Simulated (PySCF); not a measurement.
# C2H6O2Si (Si(OAc)H3): what the fields show

The calculation's input:

```
{"job": {"kind": "nmr", "xc": "PBE0", "basis": "pcSseg-1"}, "charge": 0, "multiplicity": 1}
Si    -0.319987    -0.628780    -1.872066
O     -0.326514    -0.610652    -0.153725
C      0.252608     0.445344     0.434052
C      0.206628     0.378063     1.928612
O      0.748880     1.332738    -0.214033
H      0.666637     1.274076     2.358856
H      0.736303    -0.523146     2.271005
H     -0.836919     0.283959     2.262351
H      1.073645    -0.660968    -2.388125
H     -1.085152     0.527251    -2.408597
H     -1.018078    -1.903374    -2.187431
```

Launched as:

```sh
OMP_NUM_THREADS=1 python probes_run.py task.json out
```

Geometry: PBE0-D3(BJ)/def2-SVP.

The calculation used PBE0/pcSseg-1, SCF density, gas phase, non-relativistic in PySCF.

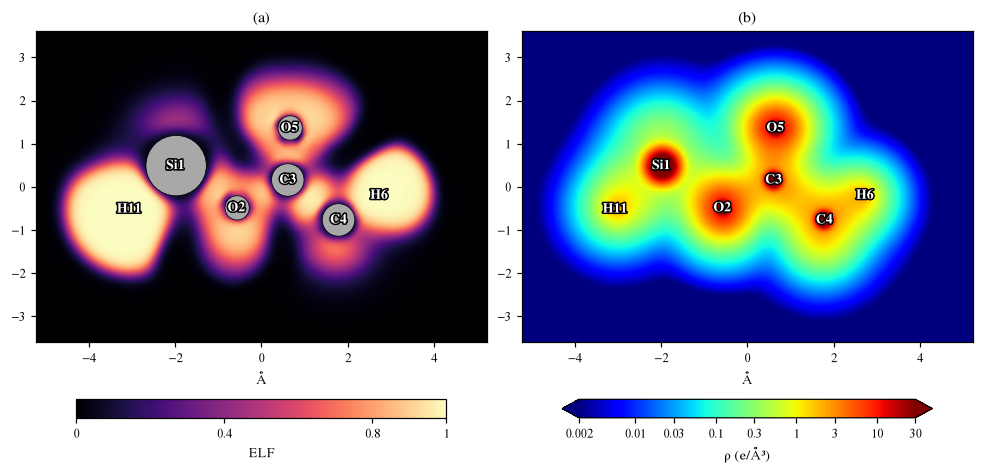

Figure 1. (a) ELF; (b) electron density on the plane of atoms O2, C3 and C4. Grey discs cover the atomic cores in the ELF map.

Read the bonding off the picture.

Answer. The plane passes through Si, O, C and H nuclei.
C–O (1.21 Å): the density is about 3.3 e/Å³ at the midpoint; the ELF peaks at about 0.85 between the atoms (a short, multiple covalent bond).
C–C (1.50 Å): the density is about 1.8 e/Å³ at the midpoint; the ELF peaks at about 0.95 between the atoms, as expected for localised, covalent bonding.
Si–O (1.72 Å): the density is about 0.98 e/Å³ at the midpoint; the ELF peaks at about 0.90 between the atoms; a shared but strongly polarised pair.
C–H (1.10 Å): the density is about 2 e/Å³ at the midpoint; the ELF climbs to about 1 towards the hydrogen, as it does in any bond to H (a covalent bond by its length).
C–O (1.34 Å): ρ is about 2.4 e/Å³ halfway; the ELF peaks at about 0.85 between the atoms: a shared but strongly polarised pair.
The ELF also peaks beside O2 and O5, away from the bonds: lone-pair regions.

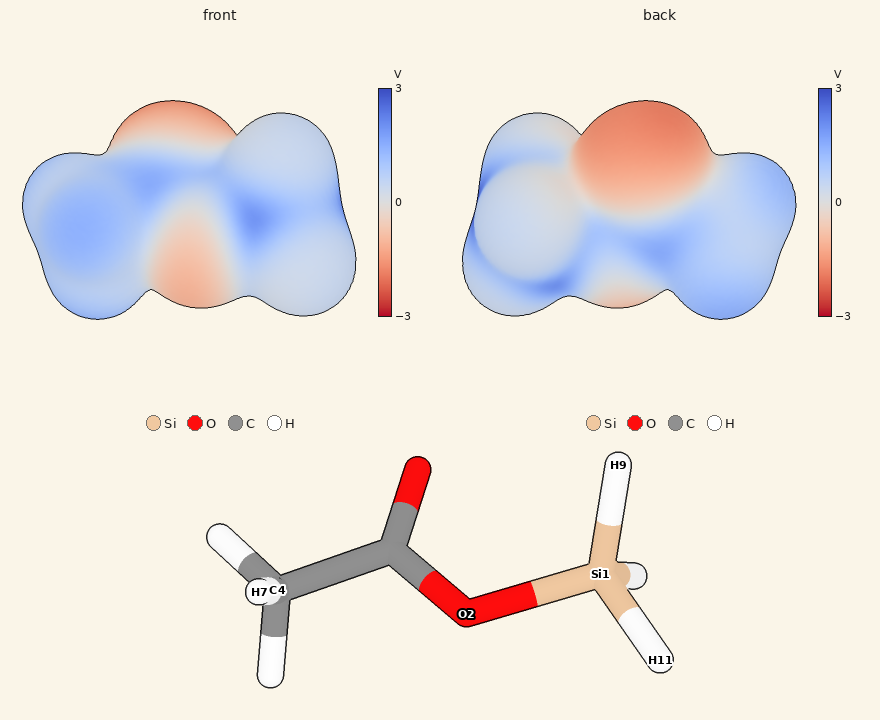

Figure 2. The electrostatic potential painted on the density surface at 0.004 e/bohr³, seen from the front and from behind; red is negative and blue positive. The bare structure is drawn below in the same view.

Describe the electrostatic potential map.

Answer. The most negative region (about −1.8 V, or −42 kcal/mol for a unit charge) lies over O5, the most positive (about +2.5 V, or +58 kcal/mol for a unit charge) over Si1. O5 is the likeliest acceptor of a hydrogen bond.

What dipole moment does the calculation give?

Answer. Its dipole moment is 1.69 D.
